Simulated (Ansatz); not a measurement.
**Nudged elastic band of GaNH₃ClO**

The run: nudged elastic band of GaNH₃ClO. Method and program: RHF/def2-SVP (Ansatz 0.2.0).

It belongs to a series of runs on one base structure; here: band between the two ends.

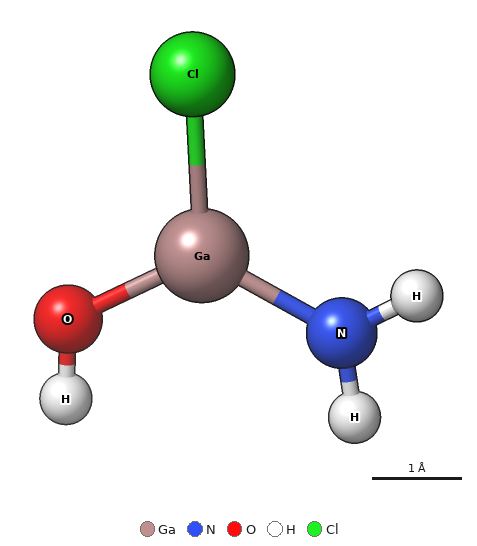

Figure 1. The starting structure (ball-and-stick view, seen at a tilt). Sticks mark near contacts. Bond lengths as drawn: Cl–Ga 2.15 Å, Ga–N 1.80 Å, Ga–O 1.76 Å, H–N 1.00 Å and H–O 0.94 Å.

**Key numbers**

```json
{"quantity": "outcome", "value": "converged"}
{"quantity": "barrier, forward", "value": "2.909 eV"}
{"quantity": "barrier, backward", "value": "0.694 eV"}
{"quantity": "hardware", "value": "2 threads of Intel Xeon (Granite Rapids), 64 GiB of memory available, shared host"}
{"quantity": "wall time", "value": "72 s (CPU time 2.2 min)"}
{"quantity": "peak memory", "value": "0.21 GiB"}
```

**Notes**

The order of the saddle point was not checked.

**The input**
```yaml
crystal:
  periodic: [false, false, false]
  atoms:
    - { symbol: Ga, position_ang: [-0.325989, 0.27471, 0.447269] }
    - { symbol: "N", position_ang: [0.281852, 0.095325, -1.237931] }
    - { symbol: O, position_ang: [0.086583, -0.81691, 1.767507] }
    - { symbol: H, position_ang: [0.66184, -1.550726, 1.625688] }
    - { symbol: Cl, position_ang: [-1.637196, 1.903981, 0.929016] }
    - { symbol: H, position_ang: [0.891971, -0.631297, -1.554367] }
    - { symbol: H, position_ang: [0.041139, 0.724917, -1.97728] }
basis:
  gaussian: { orbitals: def2-SVP }
hamiltonian:
  xc: hf
neb:
  order_check: false
  images: 5
  f_tol: 0.05
  max_iterations: 60
  final_atoms:
    - { symbol: Ga, position_ang: [-0.55723164, 0.29851713, 1.08135247] }
    - { symbol: "N", position_ang: [0.44632379, -0.28293679, -0.71003143] }
    - { symbol: O, position_ang: [0.03822304, -0.63080183, 2.3069949] }
    - { symbol: H, position_ang: [1.07536428, -1.00930197, -0.40017771] }
    - { symbol: Cl, position_ang: [-1.83260901, 1.83767672, 0.2836852] }
    - { symbol: H, position_ang: [-0.15863284, -0.66359803, -1.42144474] }
    - { symbol: H, position_ang: [0.98876237, 0.45044477, -1.14047669] }
  initial_path:
    images:
      - { positions_ang: [[-0.325989, 0.27471, 0.447269], [0.281852, 0.095325, -1.237931], [0.086583, -0.81691, 1.767507], [0.66184, -1.550726, 1.625688], [-1.637196, 1.903981, 0.929016], [0.891971, -0.631297, -1.554367], [0.041139, 0.724917, -1.97728]] }
      - { positions_ang: [[-0.4404697, 0.35005557, 0.57989156], [0.35095193, -0.02975039, -1.13279318], [0.16881574, -0.77606291, 1.68914953], [0.6757188, -1.29457349, 1.186826], [-1.80699088, 1.90556008, 1.027245], [0.61371275, -0.71778798, -1.57255371], [0.43846137, 0.56255913, -1.7778632]] }
      - { positions_ang: [[-0.55495041, 0.42540114, 0.71251412], [0.42005185, -0.15482579, -1.02765535], [0.25104847, -0.73521581, 1.61079206], [0.6895976, -1.03842099, 0.74796399], [-1.97678576, 1.90713916, 1.12547399], [0.3354545, -0.80427896, -1.59074042], [0.83578375, 0.40020125, -1.5784464]] }
      - { positions_ang: [[-0.66943111, 0.5007467, 0.84513669], [0.48915178, -0.27990118, -0.92251753], [0.33328121, -0.69436872, 1.53243459], [0.7034764, -0.78226848, 0.30910199], [-2.14658063, 1.90871823, 1.22370299], [0.05719625, -0.89076994, -1.60892713], [1.23310612, 0.23784338, -1.3790296]] }
      - { positions_ang: [[-0.63203129, 0.43333685, 0.92387528], [0.47487578, -0.28091305, -0.85168883], [0.23492848, -0.67317976, 1.79062136], [0.82743903, -0.85794631, 0.07267542], [-2.04192342, 1.88503773, 0.91036373], [-0.01474678, -0.81504597, -1.546433], [1.15165821, 0.30871051, -1.29951196]] }
      - { positions_ang: [[-0.59463146, 0.36592699, 1.00261388], [0.46059979, -0.28192492, -0.78086013], [0.13657576, -0.65199079, 2.04880813], [0.95140165, -0.93362414, -0.16375114], [-1.93726621, 1.86135722, 0.59702446], [-0.08668981, -0.739322, -1.48393887], [1.07021029, 0.37957764, -1.21999433]] }
      - { positions_ang: [[-0.55723164, 0.29851713, 1.08135247], [0.44632379, -0.28293679, -0.71003143], [0.03822304, -0.63080183, 2.3069949], [1.07536428, -1.00930197, -0.40017771], [-1.83260901, 1.83767672, 0.2836852], [-0.15863284, -0.66359803, -1.42144474], [0.98876237, 0.45044477, -1.14047669]] }
```

Run as:
```bash
ansatz run input.yaml --threads 2 --pin off --max-ram 3072MiB --backend cpu --events-out ev --progress --plain --runs-dir out
```

**The program's output**
```
Engine: ansatz 0.2.0, x86_64-unknown-linux-gnu
Functional definition: HF
  exchange = exact_x
  correlation = 0
965 factors; integrals over basis functions are off by at most 3.1e-4 eV
mean field evaluation 1: about -68389.8456 eV, gradient 4.5e1 eV
mean field evaluation 2: about -68389.8900 eV, gradient 4.5e1 eV
mean field evaluation 4: about -68393.7879 eV, gradient 2.9e0 eV
mean field evaluation 8: about -68393.8165 eV, gradient 2.8e-4 eV
mean field -68393.81653581 eV, -2513.4263986970 hartree, gradient 1.9e-5 eV, S^2 0.000000; 0 other end points of the search recorded, 0 dependent functions left out
the calculation of the forces begins
reference -68393.81653581 eV, -2513.4263986970 hartree; 33, 33 occupied and 60, 60 virtual orbitals, 965 factors
964 factors; integrals over basis functions are off by at most 1.1e-3 eV
mean field evaluation 16: about -68391.5928 eV, gradient 1.7e0 eV
mean field -68391.60165158 eV, -2513.3450032029 hartree, gradient 1.2e-5 eV, S^2 0.000000; 0 other end points of the search recorded, 0 dependent functions left out
[... from here on the field's lines of each further geometry are left out, up to the last ...]
NEB iter   1: max|band force component| = 1.279e1 eV/Å  barrier→ = 3.2572 eV  barrier← = 1.0423 eV  Δτ_max = 0.1997 Å  (260 SCF iters)
NEB iter   2: max|band force component| = 1.939e0 eV/Å  barrier→ = 2.8645 eV  barrier← = 0.6496 eV  Δτ_max = 0.1984 Å  (176 SCF iters)
NEB iter   3: max|band force component| = 2.819e0 eV/Å  barrier→ = 2.8731 eV  barrier← = 0.6582 eV  Δτ_max = 0.1034 Å  (179 SCF iters)
NEB iter   4: max|band force component| = 1.965e0 eV/Å  barrier→ = 2.8562 eV  barrier← = 0.6413 eV  Δτ_max = 0.0918 Å  (176 SCF iters)
NEB iter   5: max|band force component| = 6.387e-1 eV/Å  barrier→ = 2.9784 eV  barrier← = 0.7636 eV  Δτ_max = 0.0687 Å  (180 SCF iters)
NEB iter   6: max|band force component| = 6.565e-1 eV/Å  barrier→ = 3.0036 eV  barrier← = 0.7887 eV  CI = image 4  Δτ_max = 0.1009 Å  (176 SCF iters)
NEB iter   7: max|band force component| = 6.782e-1 eV/Å  barrier→ = 2.8944 eV  barrier← = 0.6795 eV  CI = image 4  Δτ_max = 0.1007 Å  (183 SCF iters)
NEB iter   8: max|band force component| = 6.675e-1 eV/Å  barrier→ = 2.8221 eV  barrier← = 0.6072 eV  CI = image 4  Δτ_max = 0.2000 Å  (179 SCF iters)
NEB iter   9: max|band force component| = 7.484e-1 eV/Å  barrier→ = 2.8169 eV  barrier← = 0.6020 eV  CI = image 4  Δτ_max = 0.1074 Å  (178 SCF iters)
NEB iter  10: max|band force component| = 6.086e-1 eV/Å  barrier→ = 2.8792 eV  barrier← = 0.6643 eV  CI = image 4  Δτ_max = 0.1257 Å  (181 SCF iters)
NEB iter  11: max|band force component| = 9.690e-1 eV/Å  barrier→ = 2.8888 eV  barrier← = 0.6739 eV  CI = image 4  Δτ_max = 0.0646 Å  (171 SCF iters)
NEB iter  12: max|band force component| = 2.558e-1 eV/Å  barrier→ = 2.9115 eV  barrier← = 0.6966 eV  CI = image 4  Δτ_max = 0.0353 Å  (172 SCF iters)
NEB iter  13: max|band force component| = 9.601e-2 eV/Å  barrier→ = 2.9089 eV  barrier← = 0.6940 eV  CI = image 4  Δτ_max = 0.0262 Å  (161 SCF iters)
the calculation of the forces begins
reference -68391.49826900 eV, -2513.3412039631 hartree; 33, 33 occupied and 60, 60 virtual orbitals, 965 factors
965 factors; integrals over basis functions are off by at most 1.2e-3 eV
mean field -68390.90776287 eV, -2513.3195032632 hartree, gradient 1.2e-5 eV, S^2 0.000000; 1 other end points of the search recorded, 0 dependent functions left out
the calculation of the forces begins
reference -68390.90776287 eV, -2513.3195032632 hartree; 33, 33 occupied and 60, 60 virtual orbitals, 965 factors
NEB iter  14: max|band force component| = 3.651e-2 eV/Å  barrier→ = 2.9088 eV  barrier← = 0.6939 eV  CI = image 4  Δτ_max = 0.0000 Å  (340 SCF iters)
```

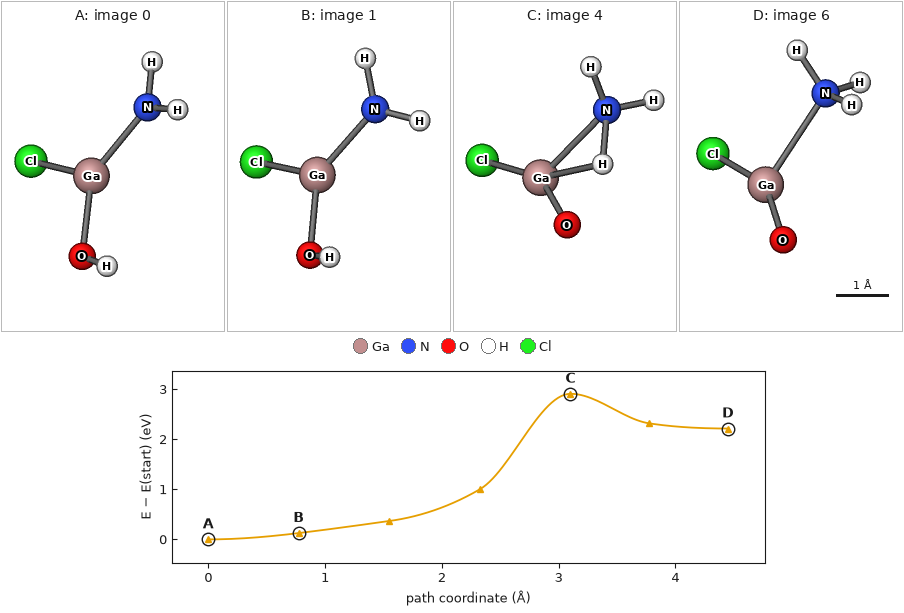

Figure 2. Images of the last band (counted from 0; ball-and-stick, seen at a tilt) above the energy along the path; the line is a cubic interpolation that uses the forces. The highest image is number 4, 2.909 eV above the start and 0.694 eV above the end (the climbing image); the end lies 2.215 eV above the start. The path is 4.45 Å long. The band converged in 14 iterations.

```
Total energy: -68390.90776287 eV, -2513.3195032632 hartree
Atom 0 at    -0.589688     0.407694     0.837590 Å, force     0.018857    -0.007043     0.006440 eV/Å
Atom 1 at     0.415211    -0.241033    -0.778991 Å, force    -0.025875    -0.008571    -0.003931 eV/Å
Atom 2 at     0.397253    -0.777916     1.557619 Å, force    -0.007035     0.013506    -0.007327 eV/Å
Atom 3 at     0.747826    -0.818027     0.244996 Å, force     0.003507    -0.004082     0.015699 eV/Å
Atom 4 at    -2.065135     1.932782     0.846339 Å, force    -0.004156    -0.000758     0.001252 eV/Å
Atom 5 at    -0.028041    -0.817014    -1.475757 Å, force     0.007807     0.006953    -0.013155 eV/Å
Atom 6 at     1.122773     0.313516    -1.231895 Å, force     0.006894    -0.000006     0.001022 eV/Å
Dipole moment:    -0.081500     0.286823    -0.880312 e Å
this run last wrote the band of iteration 14 to [file]
```

**The last band as extended XYZ (Å, eV, eV/Å)**
```
7
Properties=species:S:1:pos:R:3:forces:R:3 image=0 energy=-68393.81654
Ga   -0.3260    0.2747    0.4473   -0.0008   0.0039  -0.0038
N     0.2819    0.0953   -1.2379    0.0026  -0.0014  -0.0033
O     0.0866   -0.8169    1.7675    0.0024  -0.0045   0.0045
H     0.6618   -1.5507    1.6257   -0.0013  -0.0003   0.0008
Cl   -1.6372    1.9040    0.9290   -0.0006   0.0007   0.0000
H     0.8920   -0.6313   -1.5544   -0.0004   0.0014   0.0013
H     0.0411    0.7249   -1.9773   -0.0019   0.0002   0.0006
7
Properties=species:S:1:pos:R:3:forces:R:3 image=1 energy=-68393.68966
Ga   -0.3931    0.2948    0.4459    0.0265  -0.0209  -0.0047
N     0.2465    0.0740   -1.2288    0.0332  -0.0121   0.0037
O     0.0970   -0.8157    1.7267   -0.0479  -0.0328   0.0125
H     0.8275   -1.3806    1.5291   -0.0309  -0.0480   0.0895
Cl   -1.7693    1.8495    0.9808    0.0701   0.0286  -0.0059
H     0.4539   -0.8271   -1.6106    0.1360  -0.0110   0.0204
H     0.5378    0.8052   -1.8432   -0.1870   0.0961  -0.1156
7
Properties=species:S:1:pos:R:3:forces:R:3 image=2 energy=-68393.44887
Ga   -0.4445    0.3441    0.4619    0.0451  -0.0288  -0.0746
N     0.1571    0.1053   -1.2441   -0.0827   0.0989  -0.1495
O     0.2242   -0.7368    1.6893   -0.0728   0.0237   0.0537
H     0.8946   -1.2794    1.3012    0.0257  -0.1221   0.2644
Cl   -1.9028    1.8078    1.0189    0.0675  -0.0300   0.0433
H     0.0830   -0.8030   -1.6611    0.0723  -0.0240  -0.0319
H     0.9887    0.5620   -1.5661   -0.0549   0.0823  -0.1055
7
Properties=species:S:1:pos:R:3:forces:R:3 image=3 energy=-68392.81480
Ga   -0.5124    0.3908    0.6072    0.0928  -0.0179  -0.4307
N     0.3038   -0.0824   -0.9763   -0.1726   0.2604  -0.3692
O     0.3834   -0.7725    1.5862   -0.0631   0.0717   0.1200
H     0.8621   -1.0597    0.8037    0.1784  -0.4667   1.0615
Cl   -2.0186    1.8537    0.9763    0.0772  -0.1044   0.1443
H    -0.0880   -0.7431   -1.6154   -0.0702   0.0961  -0.2591
H     1.0700    0.4132   -1.3817   -0.0426   0.1608  -0.2667
7
Properties=species:S:1:pos:R:3:forces:R:3 image=4 energy=-68390.90776
Ga   -0.5897    0.4077    0.8376    0.0189  -0.0070   0.0064
N     0.4152   -0.2410   -0.7790   -0.0259  -0.0086  -0.0039
O     0.3973   -0.7779    1.5576   -0.0070   0.0135  -0.0073
H     0.7478   -0.8180    0.2450    0.0035  -0.0041   0.0157
Cl   -2.0651    1.9328    0.8463   -0.0042  -0.0008   0.0013
H    -0.0280   -0.8170   -1.4758    0.0078   0.0070  -0.0132
H     1.1228    0.3135   -1.2319    0.0069   0.0000   0.0010
7
Properties=species:S:1:pos:R:3:forces:R:3 image=5 energy=-68391.49827
Ga   -0.6011    0.3717    1.0047    0.0064  -0.0286   0.1038
N     0.4283   -0.2559   -0.7523   -0.0074  -0.0039   0.0053
O     0.2129   -0.7116    1.9570   -0.0725   0.0233   0.2056
H     0.9127   -0.9000   -0.1319    0.0981  -0.0416  -0.2238
Cl   -2.0005    1.9323    0.5910    0.0368  -0.0177  -0.0894
H    -0.0526   -0.7810   -1.4654   -0.0311   0.0354  -0.0036
H     1.1005    0.3446   -1.2030   -0.0303   0.0331   0.0022
7
Properties=species:S:1:pos:R:3:forces:R:3 image=6 energy=-68391.60165
Ga   -0.5572    0.2985    1.0814    0.0138   0.0059  -0.0137
N     0.4463   -0.2829   -0.7100   -0.0246   0.0278   0.0198
O     0.0382   -0.6308    2.3070   -0.0027  -0.0053   0.0021
H     1.0754   -1.0093   -0.4002    0.0119  -0.0114  -0.0041
Cl   -1.8326    1.8377    0.2837   -0.0009  -0.0042  -0.0017
H    -0.1586   -0.6636   -1.4214   -0.0058  -0.0130  -0.0062
H     0.9888    0.4504   -1.1405    0.0083   0.0003   0.0038
```
